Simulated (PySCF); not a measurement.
# BSiH5 (boranylsilane): levels of theory compared

We compute a comparison of 6 runs (MP2/STO-3G, BCCD(T)/STO-3G, CCSDT(Q)/STO-3G, QCISD(T)/STO-3G, CISD/STO-3G, FCI/STO-3G) of BSiH5 (boranylsilane). The job is set up through a Python script.

The calculation is run with PySCF 2.14.0.

3 further runs of the same task are left out: 3 set aside as unsound or not needed.

### 1 The system as given

The species is BSiH5 (7 atoms), meant as a singlet with charge 0. As SMILES, `B[SiH3]`. The B1–Si2 distance was set to 2.412 Å, away from the relaxed value.

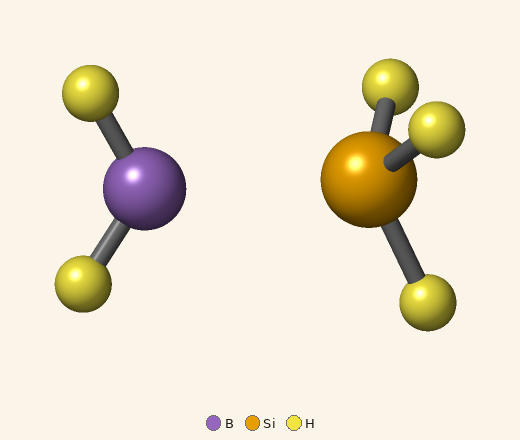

The structure, seen from a chosen angle (boron purple, silicon amber, hydrogen yellow).

### 2 A single-point energy at MP2/STO-3G (run 1)

Input file calc.py:

```python
from pyscf import gto, mp

mol = gto.M(
    atom=[
    ('B', (-0.069659, -1.583840, 0.274857)),
    ('Si', (0.089100, 0.785300, -0.148500)),
    ('H', (-1.152459, -2.085440, 0.360657)),
    ('H', (0.879941, -2.297340, 0.405957)),
    ('H', (-0.616000, 1.093400, -1.427200)),
    ('H', (-0.623600, 1.516700, 0.939600)),
    ('H', (1.474500, 1.318800, -0.239500)),
],
    spin=0,
    verbose=4,
    max_memory=1860,
    basis='sto-3g',
)

mf = mol.RHF()
mf.conv_tol = 1e-10
mf.kernel()
if not mf.converged:
    mf = mf.newton().run(mf.mo_coeff, mf.mo_occ)

pt = mp.MP2(mf, frozen=6).run()
e_tot = pt.e_tot
print('Final energy', e_tot)
```

Started as:

```console
$ OMP_NUM_THREADS=1 python calc.py
```

Output:

```text
PySCF version 2.14.0

[... 55 lines left out ...]
converged SCF energy = -312.78827583804
[... 1 line left out ...]
******** <class 'pyscf.mp.mp2.RMP2'> ********
nocc = 6, nmo = 13
frozen orbitals 6
E(RMP2) = -312.870358603074  E_corr = -0.0820827650341849
E(SCS-RMP2) = -312.883950469588  E_corr = -0.0956746315481628
E_corr(same-spin) = -0.00325925364560663
E_corr(oppo-spin) = -0.0788235113885782
Final energy -312.8703586030742
```

Run time: 0.56 s. Hardware: 1 thread of Arm Neoverse V2, shared host; peak memory 0.12 GiB.

### 3 A single-point energy at BCCD(T)/STO-3G (run 2)

Input file mol.xyz:

```xyz
7
BH5Si
B     -0.069659    -1.583840     0.274857
Si     0.089100     0.785300    -0.148500
H     -1.152459    -2.085440     0.360657
H      0.879941    -2.297340     0.405957
H     -0.616000     1.093400    -1.427200
H     -0.623600     1.516700     0.939600
H      1.474500     1.318800    -0.239500
```

Input file calc.py:

```python
from pyscf import gto, cc
from pyscf.cc.bccd import bccd_kernel_

system = gto.M(
    atom='mol.xyz',
    basis='sto-3g',
    charge=0,
    verbose=3,
    max_memory=1860,
)

myscf = system.RHF()
myscf.conv_tol = 1e-10
myscf.kernel()
if not myscf.converged:
    myscf = myscf.newton().run(myscf.mo_coeff, myscf.mo_occ)

mycc = cc.CCSD(myscf, frozen=6).run()
mycc = bccd_kernel_(mycc, diis=True)
e_t = mycc.ccsd_t()
energy = mycc.e_tot + e_t
print('E(%s) = %.9f' % ('BCCD(T)', energy))
```

Started as:

```console
$ OMP_NUM_THREADS=1 python calc.py
```

Output:

```text
converged SCF energy = -312.78827583804
E(CCSD) = -312.9087362479079  E_corr = -0.1204604098678476
BCCD loop starts.

[... 20 lines left out ...]
CCSD converged
[... 21 lines left out ...]
CCSD converged
[... 3 lines left out ...]
******** <class 'pyscf.cc.ccsd.CCSD'> ********
CC2 = 0
CCSD nocc = 6, nmo = 13
frozen orbitals 6
max_cycle = 50
direct = 0
conv_tol = 1e-07
conv_tol_normt = 1e-05
diis_space = 6
diis_start_cycle = 0
diis_start_energy_diff = 1e+09
Init E_corr(CCSD) = -0.120702960547786
cycle = 1  E_corr(CCSD) = -0.120704916687594  dE = -1.95613981e-06  norm(t1,t2) = 5.93085e-05
cycle = 2  E_corr(CCSD) = -0.120704576782305  dE = 3.39905288e-07  norm(t1,t2) = 1.03135e-05
cycle = 3  E_corr(CCSD) = -0.120704326154619  dE = 2.50627687e-07  norm(t1,t2) = 2.34115e-06
cycle = 4  E_corr(CCSD) = -0.120704254816812  dE = 7.13378069e-08  norm(t1,t2) = 3.48759e-07
CCSD converged
E(CCSD) = -312.9086958203343  E_corr = -0.1207042548168118
BCC iter:    2  E:    -312.908695820334  dE:    1.853e-07  |t1|:    1.068e-06
CCSD(T) correction = -0.00108264712266168
E(BCCD(T)) = -312.909778467
```

Wall time 0.68 s (1 thread of Arm Neoverse V2, shared host); peak memory 0.12 GiB.

Runs 3 to 5 aren't shown in full; the table further down has their settings and results.

### 4 A single-point energy at FCI/STO-3G (run 6)

Input file input.py:

```python
from pyscf import gto, mcscf
from pyscf import fci

mol = gto.Mole()
mol.atom = '''
B     -0.131636    -2.993024     0.519404
Si     0.168375     1.484002    -0.280624
H     -2.177832    -3.940910     0.681543
H      1.662847    -4.341343     0.767148
H     -1.164071     2.066227    -2.697017
H     -1.178433     2.866148     1.775587
H      2.786401     2.492171    -0.452589
'''
mol.charge = 0
mol.basis = 'sto-3g'
mol.unit = 'bohr'
mol.max_memory = 1860
mol.verbose = 4
mol.build()

mf = mol.RHF()
mf.conv_tol = 1e-10
mf.kernel()
if not mf.converged:
    mf = mf.newton().run(mf.mo_coeff, mf.mo_occ)

cas = mcscf.CASCI(mf, mf.mo_coeff.shape[-1] - 6, (mol.nelec[0] - 6, mol.nelec[1] - 6))  # full CI above the frozen core
cas.fcisolver = fci.direct_spin0.FCI(mol)  # even spin states alone
cas.kernel()
print('<S^2> = %.4f' % cas.fcisolver.spin_square(cas.ci, cas.ncas, cas.nelecas)[0])
energy = cas.e_tot
print('E(%s) = %.9f' % ('FCI', energy))
```

Started as:

```console
$ OMP_NUM_THREADS=1 python input.py
```

Output:

```text
PySCF version 2.14.0

[... 55 lines left out ...]
converged SCF energy = -312.78827583866
[... 1 line left out ...]
******** <class 'pyscf.mcscf.casci.CASCI'> ********
CAS (6e+6e, 13o), ncore = 6, nvir = 0
natorb = False
canonicalization = True
sorting_mo_energy = False
******** <class 'pyscf.fci.direct_spin0.FCISolver'> ********
max. cycles = 100
conv_tol = 1e-10
davidson only = False
linear dependence = 1e-14
level shift = 0.001
max iter space = 12
nroots = 1
pspace_size = 400
spin = None
Density matrix diagonal elements [1.97903154 1.97695951 1.97581488 1.96705072 1.96790847 1.93406986
 0.01182029 0.06542921 0.02602289 0.03061623 0.02541265 0.02019781
 0.01966592]
CASCI converged
CASCI E = -312.910375139496  E(CI) = -23.2488182264057  S^2 = 0.0000000
<S^2> = 0.0000
E(FCI) = -312.910375139
```

Run time: 39 s. Hardware: 1 thread of Arm Neoverse V2, shared host; peak memory 0.76 GiB.

### 5 All runs side by side

```csv
run,level,energy (Eh),dipole moment (D) of the reference,HOMO energy (eV),LUMO energy (eV),wall time
1,MP2/STO-3G,-312.870359,0.30,-8.04,6.66,0.56 s
2,BCCD(T)/STO-3G,-312.909778,–,–,–,0.68 s
3,CCSDT(Q)/STO-3G,-312.910346,0.30,-8.04,6.66,1 s
4,QCISD(T)/STO-3G,-312.909816,0.30,-8.04,6.66,0.56 s
5,CISD/STO-3G,-312.901146,0.30,-8.04,6.66,0.48 s
6,FCI/STO-3G,-312.910375,0.30,-8.04,6.66,39 s
```

### 6 Outcome

| quantity | value |
| --- | --- |
| run 6: total energy | -312.91038 Eh |
| run 6: dipole moment (Hartree–Fock density) | 0.30 D |
| run 6: HOMO energy (Hartree–Fock orbitals) | -8.04 eV |
| run 6: LUMO energy (Hartree–Fock orbitals) | 6.66 eV |
| run 6: HOMO–LUMO gap (Hartree–Fock orbitals) | 14.69 eV |
| run 6: correlation energy (6 core orbitals frozen) | -122.1 mEh |

Against full CI in this basis: MP2 +40.0 mEh; BCCD(T) +0.6 mEh; CCSDT(Q) +0.0 mEh; QCISD(T) +0.6 mEh; CISD +9.2 mEh. In runs 1, 2, 3, 4, 5, 6 the basis is minimal, so the values are rough. All runs together took 42 s, the longest 39 s.
